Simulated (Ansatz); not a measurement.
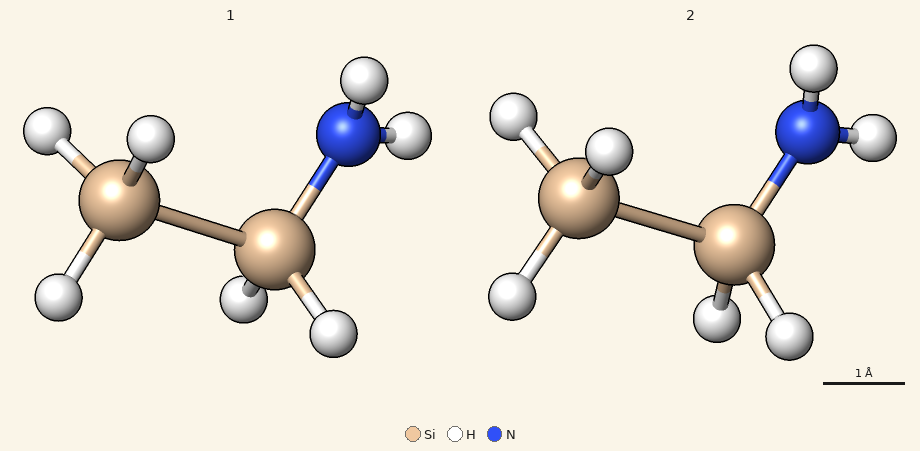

Two geometries of Si2NH7, drawn at one scale. One is the start of a relaxation, the other its converged end. The picture is a ball-and-stick view, seen at a tilt.

Method: RHF/def2-SVP (Ansatz). Settings: no spin polarisation; force threshold 0.03 eV/Å; at most 50 steps.

Which one is relaxed?

Answer. Structure 1 is the relaxed one. The run prepares an end point of a later path (reaction) calculation, from a guessed geometry. The largest move after the best rigid fit is that of an H atom, 0.36 Å. Largest moves by element: H 0.36 Å, N 0.07 Å, Si 0.07 Å. Some distances before and after: H–Si 1.453 → 1.491 Å, Si–Si 2.360 → 2.368 Å, H–Si 1.492 → 1.485 Å, N–Si 1.725 → 1.731 Å. Among the angles between lasting bonds that change: H–Si–H 83.0° → 106.4°, H–Si–N 113.8° → 108.0°, H–Si–Si 115.5° → 110.5°. The energy falls by 0.446 eV in 8 accepted moves (9 points after the start). Largest force component: 1.4 eV/Å at the start, 0.011 eV/Å at the end. The line search rejected the trial step at point 2 of the run. The forces were under the threshold at step 6, but the run went on from there.

Limits of the set-up: Hartree-Fock leaves out electron correlation.
